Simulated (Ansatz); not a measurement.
## Electronic structure of ClH₆PSi₂ in real space

```xyz
10

Si   -1.6481   -0.0520    0.0859
P    -0.0174    1.2014   -0.7014
Si    1.5832    0.1210    0.3476
Cl    1.9170   -1.6889   -0.5434
H    -1.3843   -1.4825   -0.1916
H    -1.7690    0.1748    1.5461
H    -2.9098    0.3475   -0.5824
H     0.1253    0.5817   -1.9629
H     2.8422    0.8945    0.2236
H     1.2607   -0.0975    1.7785
```

Not at a stationary point (largest force 1.2 eV/Å).

These are results of SCF r2SCAN, Gaussian basis in Ansatz, not measurements.

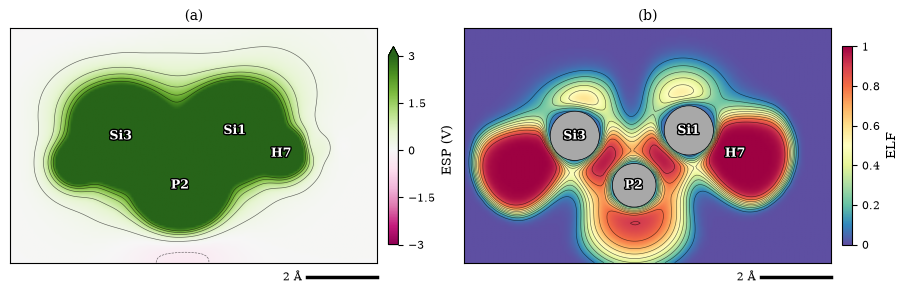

Figure 1. (a) molecular electrostatic potential; (b) ELF on the plane of atoms Si1, P2 and Si3. Grey discs cover the atomic cores in the ELF map.

> What does the map show?

Atoms in the plane: Si, P and H.
Si–P (2.20 Å): the ELF peaks at about 0.95 between the atoms: a covalent bond.
Si–H (1.48 Å): the ELF climbs to about 1 towards the hydrogen, as it does in any bond to H.
The ELF also peaks beside P2, away from the bonds: lone-pair regions.
Outside the dense part of the molecule the potential is most negative (−0.4 V) near P2.

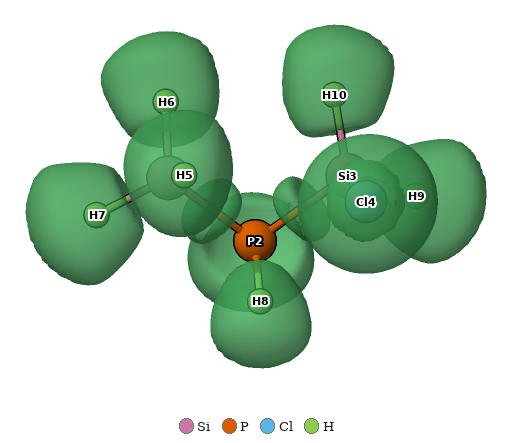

Figure 2. Isosurface of the ELF at 0.8 (green), seen across its widest extent. Core shells and regions of very low density are left out.

> Identify the bonds, lone pairs and shells in this picture.

The surface consists of six regions around hydrogen nuclei, one region on Cl in which the atom's valence shell and bonds are merged and one region on P in which the atom's valence shell and bonds are merged.


Si–Cl (2.04 Å): the ELF peaks at about 0.90 between the atoms (a polar covalent bond).

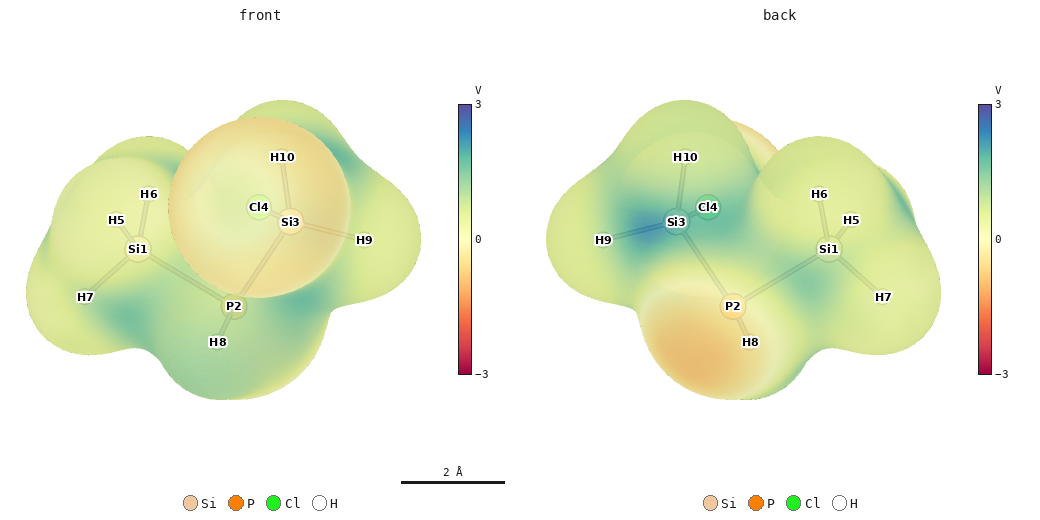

Figure 3. The molecular electrostatic potential painted on the density surface at 0.004 e/bohr³, seen from the front and from behind; red is negative and blue positive.

> Describe the electrostatic potential map.

The most negative region (about −0.9 V) lies over P2, the most positive (about +2.1 V) over Si3. Cl4 shows a σ-hole: about +0.2 V at the tip opposite its bond, against about −0.3 V on its flanks.
